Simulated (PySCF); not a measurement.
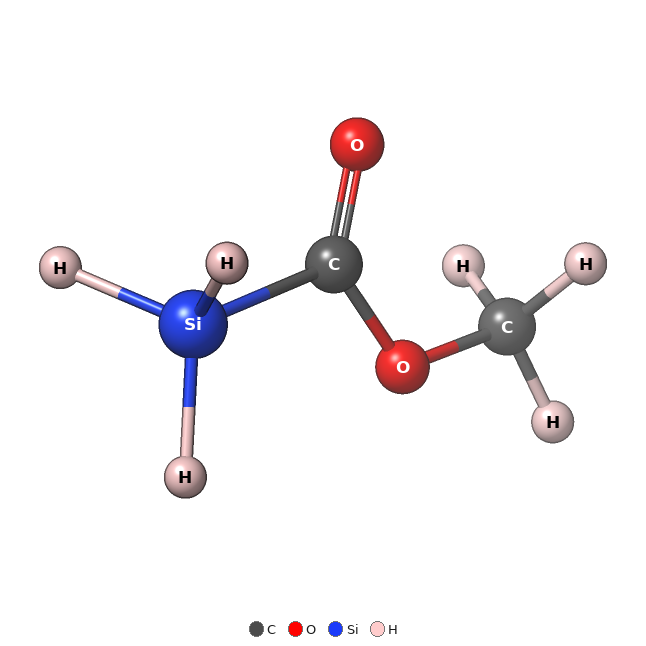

Orthographic view. Atoms fade into the background with distance from the viewer. The geometry was computed by an optimisation with PBE0-D3(BJ)/def2-SVP. No frequency run is at hand to confirm it as a minimum.

Question: Give the standard InChI.

Answer: InChI=1S/C2H6O2Si/c1-4-2(3)5/h1,5H3
